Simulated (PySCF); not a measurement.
## Two runs on SF4

System: SF4.
Method of run A: TDDFT PBE0/6-31G*, vertical, gas phase, core orbitals frozen in the response (PySCF 2.14.0).

The geometry comes from this level: PBE0-D3(BJ)/def2-SVP. Text and figures count atoms from 1; the logs count them from 0 in places.

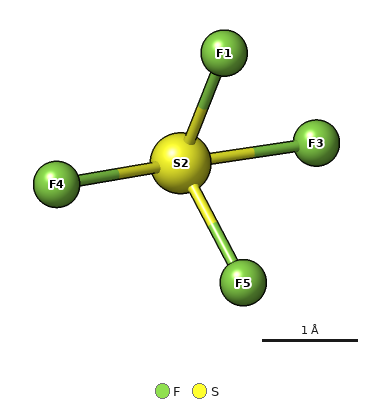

**Figure 1.** The input geometry (ball-and-stick view, seen at a tilt; atoms are numbered from 1 in the order of the input). Bond lengths as drawn: F–S 1.58 to 1.66 Å.

The input, run A:
```
{"job": {"kind": "uv", "xc": "PBE0", "basis": "6-31G*"}, "charge": 0, "multiplicity": 1}
F     -0.036732     1.316753    -0.255666
S     -0.296963    -0.138762     0.303246
F     -1.327699    -0.368460    -0.975097
F      0.881515     0.160110     1.430062
F      0.779879    -0.969640    -0.502545
```

The first line tells a small driver script what to run in PySCF; the rest is the geometry in Å.

Hardware: 1 CPU thread, shared host.

Output (run A):
```
coarse grid: 5968 points
cycle   1  E = -796.7119582178  dE =  9.799e-01  |g| = 1.087e+00  |ddm| = 2.600e+00
cycle   2  E = -796.3212776947  dE =  3.907e-01  |g| = 1.876e+00  |ddm| = 2.048e+00
cycle   3  E = -796.9284703215  dE = -6.072e-01  |g| = 1.157e-01  |ddm| = 1.321e+00
cycle   4  E = -796.9296339715  dE = -1.164e-03  |g| = 8.263e-02  |ddm| = 1.197e-01
cycle   5  E = -796.9307248965  dE = -1.091e-03  |g| = 6.125e-03  |ddm| = 5.231e-02
cycle   6  E = -796.9307328377  dE = -7.941e-06  |g| = 7.688e-04  |ddm| = 5.085e-03
final grid: 58168 points
cycle   7  E = -796.9358036023  dE = -1.529e-05  |g| = 1.735e-03  |ddm| = 1.132e-02
cycle   8  E = -796.9358037685  dE = -1.662e-07  |g| = 1.583e-03  |ddm| = 2.308e-03
cycle   9  E = -796.9358041204  dE = -3.519e-07  |g| = 4.865e-04  |ddm| = 1.207e-03
cycle  10  E = -796.9358041611  dE = -4.074e-08  |g| = 7.959e-05  |ddm| = 3.983e-04
cycle  11  E = -796.9358041622  dE = -1.055e-09  |g| = 2.535e-05  |ddm| = 6.507e-05
cycle  12  E = -796.9358041623  dE = -1.171e-10  |g| = 4.720e-06  |ddm| = 2.187e-05
converged SCF energy = -796.9358041623

Static polarisability (au): isotropic 21.684, principal 16.888 21.393 26.771

Singlet excitations
state   eV       nm        f      main configurations
  1   6.4137    193.3   0.04174   H->L 0.98
  2   7.7768    159.4   0.00000   H-2->L 1.00
  3   7.8439    158.1   0.01320   H-1->L 0.95
  4   8.1189    152.7   0.02877   H->L+1 0.96
  5   8.3949    147.7   0.00140   H-4->L 0.99
  6   8.6010    144.2   0.00001   H-3->L 0.90
  7   9.5639    129.6   0.01006   H-5->L 0.98
  8   9.5962    129.2   0.00000   H-1->L+1 0.56, H-6->L 0.42
  9   9.7980    126.5   0.00000   H-6->L 0.57, H-1->L+1 0.42
 10   9.8142    126.3   0.00525   H-2->L+1 0.75, H->L+2 0.21

Triplet excitations (Tamm-Dancoff, eV): 4.6865 7.2550 7.5128 7.5346
```

For run B the input was changed thus:
```diff
-"basis": "6-31G*"
+"basis": "def2-SVP"
```

How does run B compare with run A?

The total energy of run B is 264.9 kcal/mol higher, which measures the change of basis and not a stability. The HOMO goes from −9.51 to −9.78 eV. The LUMO goes from −1.77 to −2.04 eV. The dipole moment goes from 0.79 to 0.97 D. The SCF takes 13 iterations against 12.

Output (run B):
```
coarse grid: 5968 points
cycle   1  E = -796.2007096671  dE =  9.646e-01  |g| = 1.112e+00  |ddm| = 2.648e+00
cycle   2  E = -795.8057220129  dE =  3.950e-01  |g| = 1.897e+00  |ddm| = 2.089e+00
cycle   3  E = -796.4273658552  dE = -6.216e-01  |g| = 1.229e-01  |ddm| = 1.317e+00
cycle   4  E = -796.4286681781  dE = -1.302e-03  |g| = 8.822e-02  |ddm| = 1.355e-01
cycle   5  E = -796.4299264014  dE = -1.258e-03  |g| = 7.795e-03  |ddm| = 5.811e-02
cycle   6  E = -796.4299373581  dE = -1.096e-05  |g| = 9.442e-04  |ddm| = 5.684e-03
cycle   7  E = -796.4299376068  dE = -2.487e-07  |g| = 3.298e-04  |ddm| = 1.880e-03
final grid: 58168 points
cycle   8  E = -796.5137124697  dE = -1.270e-05  |g| = 2.076e-03  |ddm| = 1.415e-02
cycle   9  E = -796.5137127379  dE = -2.682e-07  |g| = 1.641e-03  |ddm| = 3.179e-03
cycle  10  E = -796.5137131895  dE = -4.515e-07  |g| = 6.323e-04  |ddm| = 1.833e-03
cycle  11  E = -796.5137132553  dE = -6.584e-08  |g| = 5.590e-05  |ddm| = 4.417e-04
cycle  12  E = -796.5137132556  dE = -2.688e-10  |g| = 5.111e-05  |ddm| = 8.440e-05
cycle  13  E = -796.5137132560  dE = -4.422e-10  |g| = 2.314e-06  |ddm| = 3.580e-05
converged SCF energy = -796.5137132560

Static polarisability (au): isotropic 20.083, principal 14.988 19.940 25.323

Singlet excitations
state   eV       nm        f      main configurations
  1   6.4263    192.9   0.04223   H->L 0.98
  2   7.8027    158.9   0.00000   H-2->L 1.00
  3   7.8731    157.5   0.01471   H-1->L 0.96
  4   8.1515    152.1   0.02737   H->L+1 0.95
  5   8.4052    147.5   0.00133   H-4->L 0.99
  6   8.5994    144.2   0.00000   H-3->L 0.90
  7   9.5772    129.5   0.00927   H-5->L 0.98
  8   9.6507    128.5   0.00000   H-6->L 0.54, H-1->L+1 0.45
  9   9.8543    125.8   0.00000   H-1->L+1 0.53, H-6->L 0.46
 10   9.8838    125.4   0.00312   H-2->L+1 0.76, H->L+2 0.19

Triplet excitations (Tamm-Dancoff, eV): 4.6435 7.3023 7.5338 7.5600
```

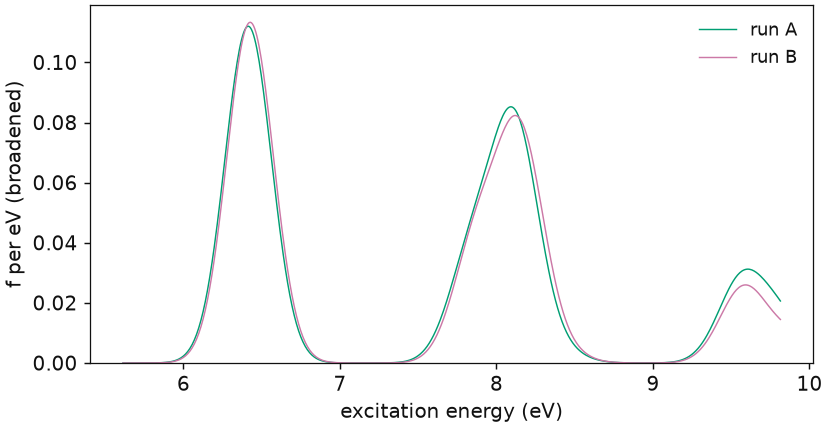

**Figure 2.** Absorption of the two runs from their computed states, each broadened by a Gaussian of 0.35 eV full width; the range ends where the shorter list of states ends.

The two runs side by side:

| quantity | run A | run B |
| --- | --- | --- |
| outcome | converged | converged |
| total energy (hartree) | −796.935804 | −796.513713 |
| HOMO (eV) | −9.51 | −9.78 |
| LUMO (eV) | −1.77 | −2.04 |
| dipole moment (D) | 0.79 | 0.97 |
| lowest excitation (eV) | 6.41 | 6.43 |
| SCF iterations | 12 | 13 |
| strongest computed line (eV) | 6.41 | 6.43 |
| basis functions | 74 | 74 |
| wall time (shared host) | 4.4 s | 4 s |
